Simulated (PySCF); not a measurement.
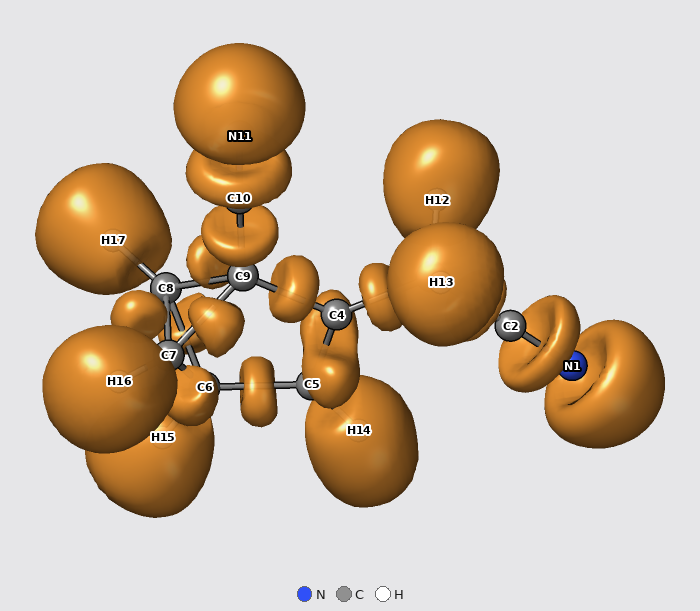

*C$_{9}$H$_{6}$N$_{2}$. Isosurface of the ELF at 0.8 (orange), seen at an oblique angle. Only the valence region is drawn (cores and ρ < 0.01 e/Å³ removed).*

Geometry: PBE0-D3(BJ)/def2-SVP.

Theory: CAM-B3LYP/def2-SVPD, SCF density, gas phase in PySCF.

```xyz
17

N     3.4901   -1.6333    0.5907
C     2.7474   -0.7529    0.4866
C     1.7924    0.3397    0.3558
C     0.3758   -0.1292    0.3872
C    -0.1597   -1.3479    0.5180
C    -1.6485   -1.1452    0.4721
C    -1.9947    0.2208    1.0340
C    -1.9729    0.0572   -0.3939
C    -0.8138    0.8034    0.2620
C    -0.6517    2.2216    0.0999
N    -0.4767    3.3591   -0.0309
H     2.0012    0.8814   -0.5840
H     1.9777    1.0713    1.1625
H     0.3607   -2.2975    0.6343
H    -2.3671   -1.9624    0.5548
H    -2.6861    0.6297    1.7705
H    -2.6399    0.2869   -1.2245
```

Q: Describe the localisation domains.

A: At this value the surface marks out eleven regions between bonded C–C atoms (shared pairs), two regions between bonded C–N atoms (shared pairs), six regions around hydrogen nuclei and two lobes on N, pointing away from the bonds (lone pairs).

Values along the shortest contacts:
C–N (1.16 Å): the ELF peaks at about 0.85 between the atoms; a multiple bond. C–C (1.34 Å): the ELF peaks at about 0.90 between the atoms (a multiple bond).
